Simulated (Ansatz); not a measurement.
**BHLYP/def2-SVP run of CH4GeO2 (SMILES O=C[O][GeH3])**

What is the electronic atomisation energy of CH4GeO2 at BHLYP/def2-SVP? 

Program for the calculation: Ansatz 0.2.0.

53 further runs of the same task are left out: 53 set aside as unsound or not needed. Runs told in other sessions of the task aren't counted.

## Step 1: The system as given

The species is CH4GeO2 (8 atoms), meant as a singlet with charge 0. SMILES: `O=C[O][GeH3]`. The shape is that of a PBE0-D4/def2-TZVP optimisation. This is one conformer, not always the lowest.

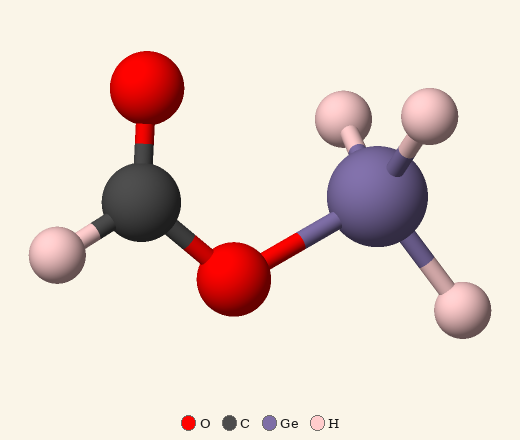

Viewed from a chosen angle; oxygen red, carbon dark grey, germanium purple, hydrogen pink.

## Step 2: The energy at BHLYP/def2-SVP

run.yaml reads:

```yaml
crystal:
  periodic: [false, false, false]
  atoms:
    - {symbol: O, position_ang: [1.249800, -0.737800, 1.111600]}
    - {symbol: C, position_ang: [1.395900, 0.277800, 0.484100]}
    - {symbol: O, position_ang: [0.493200, 0.797800, -0.322800]}
    - {symbol: Ge, position_ang: [-1.061900, -0.180000, -0.421000]}
    - {symbol: H, position_ang: [2.310300, 0.889700, 0.516800]}
    - {symbol: H, position_ang: [-1.700900, -0.218500, 0.966900]}
    - {symbol: H, position_ang: [-0.732900, -1.562300, -0.983900]}
    - {symbol: H, position_ang: [-1.861500, 0.676100, -1.407500]}
basis:
  gaussian: {orbitals: def2-SVP}
hamiltonian: {xc: {name: BHLYP}}
accuracy: high
output: {orbitals: {seedname: orbitals}}
```

The run is started by

```sh
$ ansatz run run.yaml --threads 1 --pin off --max-ram 2610MiB --events-out events.jsonl --progress --plain --runs-dir runs
```

Log:

```text
Warning: RAYON_NUM_THREADS=1 ignored (pool sized by the plan → 1); use --threads N
Functional definition: BHLYP
  name "BHLYP"
  parameter a = 0.5
  exchange = (1 - a)*b88_x + a*exact_x
  correlation = lyp_c
2075 factors; integrals over basis functions are off by at most 4.6e-9 eV
mean field evaluation 1: about -61696.5758 eV, gradient 4.6e1 eV
mean field evaluation 2: about -61695.1810 eV, gradient 5.5e1 eV
mean field evaluation 4: about -61700.0816 eV, gradient 3.1e0 eV
mean field evaluation 8: about -61700.4868 eV, gradient 2.7e-1 eV
mean field evaluation 16: about -61700.4870 eV, gradient 3.1e-5 eV
mean field -61700.48698403 eV, -2267.4510745710 hartree, gradient 5.3e-8 eV, S^2 0.000000; 0 other end points of the search recorded, 0 dependent functions left out
reference -61700.48701026 eV, -2267.4510755349 hartree; 29, 29 occupied and 65, 65 virtual orbitals, 2075 factors
Total energy: -61700.48701026 eV, -2267.4510755349 hartree
```

Wall time 9.3 s (1 thread of Arm Neoverse V2, shared host); peak memory 0.34 GiB.

## Step 3: The C atom

run.yaml reads:

```yaml
crystal:
  periodic: [false, false, false]
  atoms:
    - {symbol: C, position_ang: [0.000000, 0.000000, 0.000000]}
basis:
  gaussian: {orbitals: def2-SVP}
magnetization: {spin_polarized: true, initial_magnetization: 2}
hamiltonian: {xc: {name: BHLYP}}
accuracy: high
```

Run the same way, it converges to -37.80198 Eh (log not shown).

## Step 4: The Ge atom

input.yaml reads:

```yaml
basis:
  gaussian: {orbitals: def2-SVP}
crystal:
  periodic: [false, false, false]
  atoms:
    - {symbol: Ge, position_ang: [0.000000, 0.000000, 0.000000]}
magnetization: {spin_polarized: true, initial_magnetization: 2}
hamiltonian: {xc: {name: BHLYP}}
accuracy: high
```

Run the same way, it converges to -2076.64298 Eh (log not shown).

## Step 5: The H atom, same level

in.yaml reads:

```yaml
crystal:
  periodic: [false, false, false]
  atoms:
    - {symbol: H, position_ang: [0.000000, 0.000000, 0.000000]}
basis:
  gaussian: {orbitals: def2-SVP}
magnetization: {spin_polarized: true, initial_magnetization: 1}
hamiltonian: {xc: {name: BHLYP}}
accuracy: high
```

The run is started by

```sh
$ ansatz run in.yaml --threads 1 --pin off --max-ram 2610MiB --events-out events.jsonl --progress --plain --runs-dir runs
```

Log:

```text
Warning: RAYON_NUM_THREADS=1 ignored (pool sized by the plan → 1); use --threads N
[... 5 set-up lines as earlier in the session ...]
15 factors; integrals over basis functions are off by at most 8.9e-10 eV
mean field evaluation 1: about -13.5381 eV, gradient 8.2e-1 eV
mean field evaluation 2: about -13.5467 eV, gradient 1.5e-1 eV
mean field evaluation 4: about -13.5469 eV, gradient 9.3e-5 eV
mean field evaluation 8: about -13.5469 eV, gradient 3.4e-11 eV
mean field -13.54689866 eV, -0.4978393432 hartree, gradient 1.0e-10 eV, S^2 0.750000; 0 other end points of the search recorded, 0 dependent functions left out
reference -13.54691167 eV, -0.4978398215 hartree; 1, 0 occupied and 4, 5 virtual orbitals, 15 factors
Total energy: -13.54691167 eV, -0.4978398215 hartree
```

Run time: 0.1 s. Hardware: 1 thread of Arm Neoverse V2, shared host.

## Step 6: The O atom

in.yaml reads:

```yaml
basis:
  gaussian:
    orbitals: def2-SVP
crystal:
  periodic: [false, false, false]
  atoms:
    - {symbol: O, position_ang: [0.000000, 0.000000, 0.000000]}
magnetization:
  spin_polarized: true
  initial_magnetization: 2
hamiltonian:
  xc: {name: BHLYP}
accuracy: high
```

Run the same way, it converges to -74.98239 Eh (log not shown).

## Step 7: Results

Level: BHLYP/def2-SVP.

| quantity | value |
| --- | --- |
| molecule: total energy | -2267.45108 Eh |
| molecule: HOMO energy | -9.87 eV |
| molecule: LUMO energy | 1.12 eV |
| molecule: HOMO–LUMO gap | 10.99 eV |
| C atom: total energy | -37.80198 Eh |
| C atom: ⟨S²⟩ | 2.003 |
| Ge atom: total energy | -2076.64298 Eh |
| Ge atom: ⟨S²⟩ | 2.003 |
| H atom: total energy | -0.49784 Eh |
| H atom: ⟨S²⟩ | 0.750 |
| O atom: total energy | -74.98239 Eh |
| O atom: ⟨S²⟩ | 2.003 |
| electronic atomisation energy | 28.572 eV |

What this shows: Taking the molecule apart into free atoms costs 28.57 eV (659 kcal/mol), before zero-point energy and without spin-orbit coupling.
